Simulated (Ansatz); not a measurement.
# AlS (quartet): SPW92, PBE over a scan of the distance Al1–S2, 6-31G, part 1 of 2

Aim: run AlS (quartet) with these functionals over a scan of the distance Al1–S2, and hold them against the top wave-function level at the same points.

Method: 6-31G, all electrons in the functionals; program: Ansatz 0.2.0, Gaussian basis.

The runs, in order: SPW92, PBE, at 1.788 Å; 2.012 Å; 2.241 Å; 2.432 Å; 2.771 Å; 3.112 Å; 3.552 Å; 4.130 Å; 5.003 Å; 5.994 Å; 7.773 Å.

23 further runs of the same task are left out: 16 that didn't finish, 7 set aside as unsound or not needed. Runs told in other sessions of the task aren't counted.

### 1 The geometry

The geometry derives from a PBE0/def2-TZVP stationary point (not a proven minimum). One bond is set to the value named and the two fragments are kept rigid.

2 atoms, charge 0, spin multiplicity 4.

Atoms are counted from 1 here; the program's logs count them from 0.

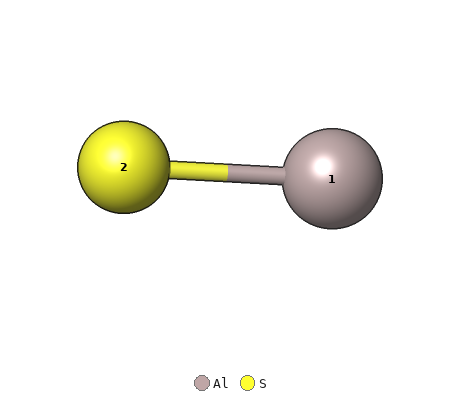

The geometry (aluminium light grey, sulfur yellow); atoms are numbered from 1 in the order of the file.

No dispersion term is added.

The geometry shown and the zero of energy belong to the point 2.241 Å. The yardstick, FCI, and other wave-function levels (R restricted, U unrestricted, valence and pair active spaces) come from earlier runs.

### 2 SPW92, 1.788 Å

Contents of in.yaml:

```yaml
crystal:
  periodic: [false, false, false]
  atoms:
    - {symbol: Al, position_ang: [0.000000, 0.000000, 0.000000]}
    - {symbol: S, position_ang: [0.000000, 0.000000, 1.788000]}
basis:
  gaussian: {orbitals: 6-31G}
magnetization: {spin_polarized: true, initial_magnetization: 3}
hamiltonian: {xc: {name: SPW92}}
```

On the command line:

```sh
> ansatz run in.yaml --threads 1 --pin off --events-out ev --progress --plain --max-ram 2393MiB
```

The program printed:

```text
Functional definition: SPW92
  name "SPW92"
  cite "Dirac, Proc. Camb. Phil. Soc. 26, 376 (1930) doi:10.1017/S0305004100016108"
  cite "Slater, Phys. Rev. 81, 385 (1951) doi:10.1103/PhysRev.81.385"
  cite "Perdew & Wang, Phys. Rev. B 45, 13244 (1992) doi:10.1103/PhysRevB.45.13244"
  exchange = slater_x
  correlation = pw_c
281 factors; integrals over basis functions are off by at most 1.0e-4 eV
mean field evaluation 1: about -17357.3325 eV, gradient 8.2e0 eV
mean field evaluation 2: about -17356.1531 eV, gradient 1.4e1 eV
mean field evaluation 4: about -17357.7866 eV, gradient 1.5e0 eV
mean field evaluation 8: about -17357.8049 eV, gradient 1.1e0 eV
mean field evaluation 16: about -17358.1628 eV, gradient 1.2e-3 eV
mean field evaluation 32: about -17355.4068 eV, gradient 2.7e0 eV
mean field evaluation 64: about -17353.8879 eV, gradient 4.9e-3 eV
mean field evaluation 96: about -17357.8774 eV, gradient 3.8e-1 eV
mean field -17358.16284810 eV, -637.9007188823 hartree, gradient 1.3e-5 eV, S^2 3.751155; 9 other end points of the search recorded, 0 dependent functions left out
reference -17358.16287299 eV, -637.9007197971 hartree; 16, 13 occupied and 10, 13 virtual orbitals, 281 factors
Total energy: -17358.16287299 eV, -637.9007197971 hartree
```

Run time: 1.1 s. Hardware: 1 thread of INTEL XEON PLATINUM 8581C at 2.30GHz, shared host.

From the report: ⟨S²⟩ of the determinant 3.751 (pure quartet: 3.75).

### 3 SPW92, 2.012 Å

in.yaml, as its differences from that of step 2:

```diff
@@ -4,3 +4,3 @@
     - {symbol: Al, position_ang: [0.000000, 0.000000, 0.000000]}
-    - {symbol: S, position_ang: [0.000000, 0.000000, 1.788000]}
+    - {symbol: S, position_ang: [0.000000, 0.000000, 2.012000]}
 basis:
```

The command is unchanged.

The program printed, shortened:

```text
Functional definition: SPW92
  name "SPW92"
  cite "Dirac, Proc. Camb. Phil. Soc. 26, 376 (1930) doi:10.1017/S0305004100016108"
  cite "Slater, Phys. Rev. 81, 385 (1951) doi:10.1103/PhysRev.81.385"
  cite "Perdew & Wang, Phys. Rev. B 45, 13244 (1992) doi:10.1103/PhysRevB.45.13244"
[...]
279 factors; integrals over basis functions are off by at most 1.1e-4 eV
[...]
mean field -17360.46602021 eV, -637.9853588961 hartree, gradient 3.1e-6 eV, S^2 3.751107; 10 other end points of the search recorded, 0 dependent functions left out
reference -17360.46604523 eV, -637.9853598157 hartree; 16, 13 occupied and 10, 13 virtual orbitals, 279 factors
Total energy: -17360.46604523 eV, -637.9853598157 hartree
```

Run time: 1.2 s. Hardware: 1 thread of INTEL XEON PLATINUM 8581C at 2.30GHz, shared host.

From the report: ⟨S²⟩ of the determinant 3.751 (pure quartet: 3.75).

### 4 SPW92, 2.241 Å

in.yaml, as its differences from that of step 3:

```diff
@@ -4,3 +4,3 @@
     - {symbol: Al, position_ang: [0.000000, 0.000000, 0.000000]}
-    - {symbol: S, position_ang: [0.000000, 0.000000, 2.012000]}
+    - {symbol: S, position_ang: [0.000000, 0.000000, 2.240800]}
 basis:
```

Same command.

The program printed, shortened:

```text
Functional definition: SPW92
  name "SPW92"
  cite "Dirac, Proc. Camb. Phil. Soc. 26, 376 (1930) doi:10.1017/S0305004100016108"
  cite "Slater, Phys. Rev. 81, 385 (1951) doi:10.1103/PhysRev.81.385"
  cite "Perdew & Wang, Phys. Rev. B 45, 13244 (1992) doi:10.1103/PhysRevB.45.13244"
[...]
278 factors; integrals over basis functions are off by at most 1.1e-4 eV
[...]
mean field -17361.18693422 eV, -638.0118519973 hartree, gradient 4.8e-6 eV, S^2 3.751104; 8 other end points of the search recorded, 0 dependent functions left out
reference -17361.18695968 eV, -638.0118529331 hartree; 16, 13 occupied and 10, 13 virtual orbitals, 278 factors
Total energy: -17361.18695968 eV, -638.0118529331 hartree
```

It took 1.2 s on 1 thread of INTEL XEON PLATINUM 8581C at 2.30GHz, shared host.

From the report: ⟨S²⟩ of the determinant 3.751 (pure quartet: 3.75).

### 5 SPW92, 2.432 Å

in.yaml, as its differences from that of step 4:

```diff
@@ -4,3 +4,3 @@
     - {symbol: Al, position_ang: [0.000000, 0.000000, 0.000000]}
-    - {symbol: S, position_ang: [0.000000, 0.000000, 2.240800]}
+    - {symbol: S, position_ang: [0.000000, 0.000000, 2.432000]}
 basis:
```

The command is unchanged.

The program printed, shortened:

```text
Functional definition: SPW92
  name "SPW92"
  cite "Dirac, Proc. Camb. Phil. Soc. 26, 376 (1930) doi:10.1017/S0305004100016108"
  cite "Slater, Phys. Rev. 81, 385 (1951) doi:10.1103/PhysRev.81.385"
  cite "Perdew & Wang, Phys. Rev. B 45, 13244 (1992) doi:10.1103/PhysRevB.45.13244"
[...]
278 factors; integrals over basis functions are off by at most 1.1e-4 eV
[...]
mean field -17361.22844864 eV, -638.0133776242 hartree, gradient 1.6e-5 eV, S^2 3.751412; 10 other end points of the search recorded, 0 dependent functions left out
reference -17361.22847412 eV, -638.0133785604 hartree; 16, 13 occupied and 10, 13 virtual orbitals, 278 factors
Total energy: -17361.22847412 eV, -638.0133785604 hartree
```

It took 1.3 s on 1 thread of INTEL XEON PLATINUM 8581C at 2.30GHz, shared host.

From the report: ⟨S²⟩ of the determinant 3.751 (pure quartet: 3.75).

From 2.241 Å: -4.0 kJ/mol.

### 6 SPW92, 2.771 Å

in.yaml, as its differences from that of step 5:

```diff
@@ -4,3 +4,3 @@
     - {symbol: Al, position_ang: [0.000000, 0.000000, 0.000000]}
-    - {symbol: S, position_ang: [0.000000, 0.000000, 2.432000]}
+    - {symbol: S, position_ang: [0.000000, 0.000000, 2.771000]}
 basis:
```

Launched as before.

The program printed, shortened:

```text
Functional definition: SPW92
  name "SPW92"
  cite "Dirac, Proc. Camb. Phil. Soc. 26, 376 (1930) doi:10.1017/S0305004100016108"
  cite "Slater, Phys. Rev. 81, 385 (1951) doi:10.1103/PhysRev.81.385"
  cite "Perdew & Wang, Phys. Rev. B 45, 13244 (1992) doi:10.1103/PhysRevB.45.13244"
[...]
278 factors; integrals over basis functions are off by at most 1.2e-4 eV
[...]
mean field -17360.88825791 eV, -638.0008758454 hartree, gradient 2.9e-6 eV, S^2 3.752947; 12 other end points of the search recorded, 0 dependent functions left out
reference -17360.88828393 eV, -638.0008768019 hartree; 16, 13 occupied and 10, 13 virtual orbitals, 278 factors
Total energy: -17360.88828393 eV, -638.0008768019 hartree
```

Wall time 1.4 s (1 thread of INTEL XEON PLATINUM 8581C at 2.30GHz, shared host).

From the report: ⟨S²⟩ of the determinant 3.753 (pure quartet: 3.75).

From 2.241 Å: +28.8 kJ/mol.

### 7 SPW92, 3.112 Å

in.yaml, as its differences from that of step 6:

```diff
@@ -4,3 +4,3 @@
     - {symbol: Al, position_ang: [0.000000, 0.000000, 0.000000]}
-    - {symbol: S, position_ang: [0.000000, 0.000000, 2.771000]}
+    - {symbol: S, position_ang: [0.000000, 0.000000, 3.112000]}
 basis:
```

The command is unchanged.

The program printed, shortened:

```text
Functional definition: SPW92
  name "SPW92"
  cite "Dirac, Proc. Camb. Phil. Soc. 26, 376 (1930) doi:10.1017/S0305004100016108"
  cite "Slater, Phys. Rev. 81, 385 (1951) doi:10.1103/PhysRev.81.385"
  cite "Perdew & Wang, Phys. Rev. B 45, 13244 (1992) doi:10.1103/PhysRevB.45.13244"
[...]
278 factors; integrals over basis functions are off by at most 1.3e-4 eV
[...]
mean field -17360.51704094 eV, -637.9872338734 hartree, gradient 1.6e-6 eV, S^2 3.753566; 12 other end points of the search recorded, 0 dependent functions left out
reference -17360.51706840 eV, -637.9872348825 hartree; 16, 13 occupied and 10, 13 virtual orbitals, 278 factors
Total energy: -17360.51706840 eV, -637.9872348825 hartree
```

It took 1.8 s on 1 thread of INTEL XEON PLATINUM 8581C at 2.30GHz, shared host.

From the report: ⟨S²⟩ of the determinant 3.754 (pure quartet: 3.75).

From 2.241 Å: +64.6 kJ/mol.

### 8 SPW92, 3.552 Å

in.yaml, as its differences from that of step 7:

```diff
@@ -4,3 +4,3 @@
     - {symbol: Al, position_ang: [0.000000, 0.000000, 0.000000]}
-    - {symbol: S, position_ang: [0.000000, 0.000000, 3.112000]}
+    - {symbol: S, position_ang: [0.000000, 0.000000, 3.552000]}
 basis:
```

Same command.

The program printed, shortened:

```text
Functional definition: SPW92
  name "SPW92"
  cite "Dirac, Proc. Camb. Phil. Soc. 26, 376 (1930) doi:10.1017/S0305004100016108"
  cite "Slater, Phys. Rev. 81, 385 (1951) doi:10.1103/PhysRev.81.385"
  cite "Perdew & Wang, Phys. Rev. B 45, 13244 (1992) doi:10.1103/PhysRevB.45.13244"
[...]
278 factors; integrals over basis functions are off by at most 1.4e-4 eV
[...]
mean field -17360.24126141 eV, -637.9770991627 hartree, gradient 1.1e-6 eV, S^2 3.751570; 13 other end points of the search recorded, 0 dependent functions left out
reference -17360.24128992 eV, -637.9771002104 hartree; 16, 13 occupied and 10, 13 virtual orbitals, 278 factors
Total energy: -17360.24128992 eV, -637.9771002104 hartree
```

Wall time 2.4 s (1 thread of INTEL XEON PLATINUM 8581C at 2.30GHz, shared host).

From the report: ⟨S²⟩ of the determinant 3.752 (pure quartet: 3.75).

From 2.241 Å: +91.2 kJ/mol.

### 9 SPW92, 4.130 Å

in.yaml, as its differences from that of step 8:

```diff
@@ -4,3 +4,3 @@
     - {symbol: Al, position_ang: [0.000000, 0.000000, 0.000000]}
-    - {symbol: S, position_ang: [0.000000, 0.000000, 3.552000]}
+    - {symbol: S, position_ang: [0.000000, 0.000000, 4.130000]}
 basis:
```

Same command.

The program printed, shortened:

```text
Functional definition: SPW92
  name "SPW92"
  cite "Dirac, Proc. Camb. Phil. Soc. 26, 376 (1930) doi:10.1017/S0305004100016108"
  cite "Slater, Phys. Rev. 81, 385 (1951) doi:10.1103/PhysRev.81.385"
  cite "Perdew & Wang, Phys. Rev. B 45, 13244 (1992) doi:10.1103/PhysRevB.45.13244"
[...]
278 factors; integrals over basis functions are off by at most 1.6e-4 eV
[...]
mean field -17360.09839095 eV, -637.9718487702 hartree, gradient 7.7e-7 eV, S^2 3.751278; 12 other end points of the search recorded, 0 dependent functions left out
reference -17360.09841970 eV, -637.9718498267 hartree; 16, 13 occupied and 10, 13 virtual orbitals, 278 factors
Total energy: -17360.09841970 eV, -637.9718498267 hartree
```

Wall time 1.4 s (1 thread of INTEL XEON PLATINUM 8581C at 2.30GHz, shared host).

From the report: ⟨S²⟩ of the determinant 3.751 (pure quartet: 3.75).

From 2.241 Å: +105.0 kJ/mol.

### 10 SPW92, 5.003 Å

in.yaml, as its differences from that of step 9:

```diff
@@ -4,3 +4,3 @@
     - {symbol: Al, position_ang: [0.000000, 0.000000, 0.000000]}
-    - {symbol: S, position_ang: [0.000000, 0.000000, 4.130000]}
+    - {symbol: S, position_ang: [0.000000, 0.000000, 5.003000]}
 basis:
```

Launched as before.

The program printed, shortened:

```text
Functional definition: SPW92
  name "SPW92"
  cite "Dirac, Proc. Camb. Phil. Soc. 26, 376 (1930) doi:10.1017/S0305004100016108"
  cite "Slater, Phys. Rev. 81, 385 (1951) doi:10.1103/PhysRev.81.385"
  cite "Perdew & Wang, Phys. Rev. B 45, 13244 (1992) doi:10.1103/PhysRevB.45.13244"
[...]
278 factors; integrals over basis functions are off by at most 3.8e-4 eV
[...]
mean field -17360.01516277 eV, -637.9687901907 hartree, gradient 6.0e-7 eV, S^2 3.750920; 18 other end points of the search recorded, 0 dependent functions left out
reference -17360.01519396 eV, -637.9687913371 hartree; 16, 13 occupied and 10, 13 virtual orbitals, 278 factors
Total energy: -17360.01519396 eV, -637.9687913371 hartree
```

It took 3.3 s on 1 thread of INTEL XEON PLATINUM 8581C at 2.30GHz, shared host.

From the report: ⟨S²⟩ of the determinant 3.751 (pure quartet: 3.75).

From 2.241 Å: +113.1 kJ/mol.

### 11 SPW92, 5.994 Å

in.yaml, as its differences from that of step 10:

```diff
@@ -4,3 +4,3 @@
     - {symbol: Al, position_ang: [0.000000, 0.000000, 0.000000]}
-    - {symbol: S, position_ang: [0.000000, 0.000000, 5.003000]}
+    - {symbol: S, position_ang: [0.000000, 0.000000, 5.994000]}
 basis:
```

The command is unchanged.

The program printed, shortened:

```text
Functional definition: SPW92
  name "SPW92"
  cite "Dirac, Proc. Camb. Phil. Soc. 26, 376 (1930) doi:10.1017/S0305004100016108"
  cite "Slater, Phys. Rev. 81, 385 (1951) doi:10.1103/PhysRev.81.385"
  cite "Perdew & Wang, Phys. Rev. B 45, 13244 (1992) doi:10.1103/PhysRevB.45.13244"
[...]
278 factors; integrals over basis functions are off by at most 3.5e-4 eV
[...]
mean field -17359.98533652 eV, -637.9676940964 hartree, gradient 7.0e-6 eV, S^2 3.750654; 11 other end points of the search recorded, 0 dependent functions left out
reference -17359.98536980 eV, -637.9676953195 hartree; 16, 13 occupied and 10, 13 virtual orbitals, 278 factors
Total energy: -17359.98536980 eV, -637.9676953195 hartree
```

Wall time 3 s (1 thread of INTEL XEON PLATINUM 8581C at 2.30GHz, shared host).

From the report: ⟨S²⟩ of the determinant 3.751 (pure quartet: 3.75).

From 2.241 Å: +115.9 kJ/mol.

### 12 SPW92, 7.773 Å

in.yaml, as its differences from that of step 11:

```diff
@@ -4,3 +4,3 @@
     - {symbol: Al, position_ang: [0.000000, 0.000000, 0.000000]}
-    - {symbol: S, position_ang: [0.000000, 0.000000, 5.994000]}
+    - {symbol: S, position_ang: [0.000000, 0.000000, 7.773000]}
 basis:
```

Launched as before.

The program printed, shortened:

```text
Functional definition: SPW92
  name "SPW92"
  cite "Dirac, Proc. Camb. Phil. Soc. 26, 376 (1930) doi:10.1017/S0305004100016108"
  cite "Slater, Phys. Rev. 81, 385 (1951) doi:10.1103/PhysRev.81.385"
  cite "Perdew & Wang, Phys. Rev. B 45, 13244 (1992) doi:10.1103/PhysRevB.45.13244"
[...]
278 factors; integrals over basis functions are off by at most 2.1e-4 eV
[...]
mean field -17359.97557554 eV, -637.9673353872 hartree, gradient 3.5e-6 eV, S^2 3.750654; 14 other end points of the search recorded, 0 dependent functions left out
reference -17359.97561474 eV, -637.9673368277 hartree; 16, 13 occupied and 10, 13 virtual orbitals, 278 factors
Total energy: -17359.97561474 eV, -637.9673368277 hartree
```

It took 3.8 s on 1 thread of INTEL XEON PLATINUM 8581C at 2.30GHz, shared host.

From the report: ⟨S²⟩ of the determinant 3.751 (pure quartet: 3.75).

From 2.241 Å: +116.9 kJ/mol.

### 13 PBE, 1.788 Å

Contents of in.yaml:

```yaml
crystal:
  periodic: [false, false, false]
  atoms:
    - {symbol: Al, position_ang: [0.000000, 0.000000, 0.000000]}
    - {symbol: S, position_ang: [0.000000, 0.000000, 1.788000]}
basis:
  gaussian: {orbitals: 6-31G}
magnetization: {spin_polarized: true, initial_magnetization: 3}
hamiltonian: {xc: {name: PBE}}
output: {orbitals: {seedname: orbitals}}
```

Launched as before.

The program printed, shortened:

```text
Functional definition: PBE
  name "PBE"
  cite "Perdew, Burke & Ernzerhof, Phys. Rev. Lett. 77, 3865 (1996) doi:10.1103/PhysRevLett.77.3865"
  parent pbe
[...]
281 factors; integrals over basis functions are off by at most 1.0e-4 eV
[...]
mean field -17416.00443808 eV, -640.0263581076 hartree, gradient 1.0e-5 eV, S^2 3.751295; 9 other end points of the search recorded, 0 dependent functions left out
reference -17416.00446888 eV, -640.0263592397 hartree; 16, 13 occupied and 10, 13 virtual orbitals, 281 factors
Total energy: -17416.00446888 eV, -640.0263592397 hartree
```

It took 2.1 s on 1 thread of INTEL XEON PLATINUM 8581C at 2.30GHz, shared host.

From the report: ⟨S²⟩ of the determinant 3.751 (pure quartet: 3.75).

### 14 PBE, 2.012 Å

in.yaml, as its differences from that of step 13:

```diff
@@ -4,3 +4,3 @@
     - {symbol: Al, position_ang: [0.000000, 0.000000, 0.000000]}
-    - {symbol: S, position_ang: [0.000000, 0.000000, 1.788000]}
+    - {symbol: S, position_ang: [0.000000, 0.000000, 2.012000]}
 basis:
```

The command is unchanged.

The program printed, shortened:

```text
Functional definition: PBE
  name "PBE"
  cite "Perdew, Burke & Ernzerhof, Phys. Rev. Lett. 77, 3865 (1996) doi:10.1103/PhysRevLett.77.3865"
  parent pbe
[...]
279 factors; integrals over basis functions are off by at most 1.1e-4 eV
[...]
mean field -17418.40214293 eV, -640.1144721356 hartree, gradient 2.2e-5 eV, S^2 3.751289; 10 other end points of the search recorded, 0 dependent functions left out
reference -17418.40217345 eV, -640.1144732572 hartree; 16, 13 occupied and 10, 13 virtual orbitals, 279 factors
Total energy: -17418.40217345 eV, -640.1144732572 hartree
```

It took 2.2 s on 1 thread of INTEL XEON PLATINUM 8581C at 2.30GHz, shared host.

From the report: ⟨S²⟩ of the determinant 3.751 (pure quartet: 3.75).

### 15 PBE, 2.241 Å

in.yaml, as its differences from that of step 14:

```diff
@@ -4,3 +4,3 @@
     - {symbol: Al, position_ang: [0.000000, 0.000000, 0.000000]}
-    - {symbol: S, position_ang: [0.000000, 0.000000, 2.012000]}
+    - {symbol: S, position_ang: [0.000000, 0.000000, 2.240800]}
 basis:
```

The command is unchanged.

The program printed, shortened:

```text
Functional definition: PBE
  name "PBE"
  cite "Perdew, Burke & Ernzerhof, Phys. Rev. Lett. 77, 3865 (1996) doi:10.1103/PhysRevLett.77.3865"
  parent pbe
[...]
278 factors; integrals over basis functions are off by at most 1.1e-4 eV
[...]
mean field -17419.19024893 eV, -640.1434344969 hartree, gradient 7.0e-6 eV, S^2 3.751470; 8 other end points of the search recorded, 0 dependent functions left out
reference -17419.19028019 eV, -640.1434356458 hartree; 16, 13 occupied and 10, 13 virtual orbitals, 278 factors
Total energy: -17419.19028019 eV, -640.1434356458 hartree
```

It took 2.3 s on 1 thread of INTEL XEON PLATINUM 8581C at 2.30GHz, shared host.

From the report: ⟨S²⟩ of the determinant 3.751 (pure quartet: 3.75).

### 16 PBE, 2.432 Å

in.yaml, as its differences from that of step 15:

```diff
@@ -4,3 +4,3 @@
     - {symbol: Al, position_ang: [0.000000, 0.000000, 0.000000]}
-    - {symbol: S, position_ang: [0.000000, 0.000000, 2.240800]}
+    - {symbol: S, position_ang: [0.000000, 0.000000, 2.432000]}
 basis:
```

Same command.

The program printed, shortened:

```text
Functional definition: PBE
  name "PBE"
  cite "Perdew, Burke & Ernzerhof, Phys. Rev. Lett. 77, 3865 (1996) doi:10.1103/PhysRevLett.77.3865"
  parent pbe
[...]
278 factors; integrals over basis functions are off by at most 1.1e-4 eV
[...]
mean field -17419.27377491 eV, -640.1465040199 hartree, gradient 2.2e-5 eV, S^2 3.752268; 10 other end points of the search recorded, 0 dependent functions left out
reference -17419.27380550 eV, -640.1465051444 hartree; 16, 13 occupied and 10, 13 virtual orbitals, 278 factors
Total energy: -17419.27380550 eV, -640.1465051444 hartree
```

It took 2.5 s on 1 thread of INTEL XEON PLATINUM 8581C at 2.30GHz, shared host.

From the report: ⟨S²⟩ of the determinant 3.752 (pure quartet: 3.75).

From 2.241 Å: -8.1 kJ/mol.

### 17 PBE, 2.771 Å

in.yaml, as its differences from that of step 16:

```diff
@@ -4,3 +4,3 @@
     - {symbol: Al, position_ang: [0.000000, 0.000000, 0.000000]}
-    - {symbol: S, position_ang: [0.000000, 0.000000, 2.432000]}
+    - {symbol: S, position_ang: [0.000000, 0.000000, 2.771000]}
 basis:
```

The command is unchanged.

The program printed, shortened:

```text
Functional definition: PBE
  name "PBE"
  cite "Perdew, Burke & Ernzerhof, Phys. Rev. Lett. 77, 3865 (1996) doi:10.1103/PhysRevLett.77.3865"
  parent pbe
[...]
278 factors; integrals over basis functions are off by at most 1.2e-4 eV
[...]
mean field -17418.99329771 eV, -640.1361966732 hartree, gradient 1.3e-5 eV, S^2 3.755788; 12 other end points of the search recorded, 0 dependent functions left out
reference -17418.99332878 eV, -640.1361978150 hartree; 16, 13 occupied and 10, 13 virtual orbitals, 278 factors
Total energy: -17418.99332878 eV, -640.1361978150 hartree
```

Wall time 3 s (1 thread of INTEL XEON PLATINUM 8581C at 2.30GHz, shared host).

From the report: ⟨S²⟩ of the determinant 3.756 (pure quartet: 3.75).

From 2.241 Å: +19.0 kJ/mol.

### 18 PBE, 3.112 Å

in.yaml, as its differences from that of step 17:

```diff
@@ -4,3 +4,3 @@
     - {symbol: Al, position_ang: [0.000000, 0.000000, 0.000000]}
-    - {symbol: S, position_ang: [0.000000, 0.000000, 2.771000]}
+    - {symbol: S, position_ang: [0.000000, 0.000000, 3.112000]}
 basis:
```

Launched as before.

The program printed, shortened:

```text
Functional definition: PBE
  name "PBE"
  cite "Perdew, Burke & Ernzerhof, Phys. Rev. Lett. 77, 3865 (1996) doi:10.1103/PhysRevLett.77.3865"
  parent pbe
[...]
278 factors; integrals over basis functions are off by at most 1.3e-4 eV
[...]
mean field -17418.67925304 eV, -640.1246557443 hartree, gradient 1.5e-6 eV, S^2 3.757206; 10 other end points of the search recorded, 0 dependent functions left out
reference -17418.67928565 eV, -640.1246569429 hartree; 16, 13 occupied and 10, 13 virtual orbitals, 278 factors
Total energy: -17418.67928565 eV, -640.1246569429 hartree
```

Wall time 3.9 s (1 thread of INTEL XEON PLATINUM 8581C at 2.30GHz, shared host).

From the report: ⟨S²⟩ of the determinant 3.757 (pure quartet: 3.75).

From 2.241 Å: +49.3 kJ/mol.

(Continued in part 2 of 2.)
